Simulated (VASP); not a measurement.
Energy against volume of Rb (bcc). Calculation: AM05 GGA, VASP's PBE PAW potentials (set 64) (plane waves; VASP 6.6.1).

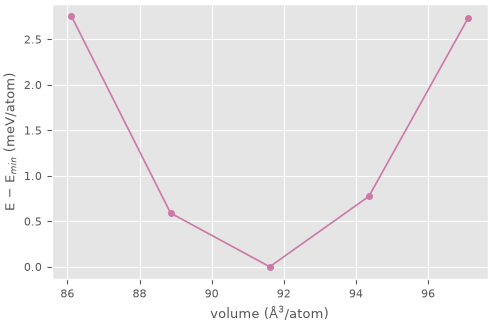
Fig. 1. Energy against volume

Task: Estimate the equilibrium volume and the bulk modulus.

Result: The minimum lies near 91.4 Å³/atom, and the curvature gives B0 of about 2.7 GPa.

Measured: a 5.576 Å at 0 K (computed value off by +1.8 %), as given by Gábor I. Csonka et al., Physical Review B (2009), arXiv:0903.4037 [low-temperature or extrapolated to 0 K; zero-point anharmonic expansion removed].

The compound is Rb in the bcc structure. It was relaxed first.
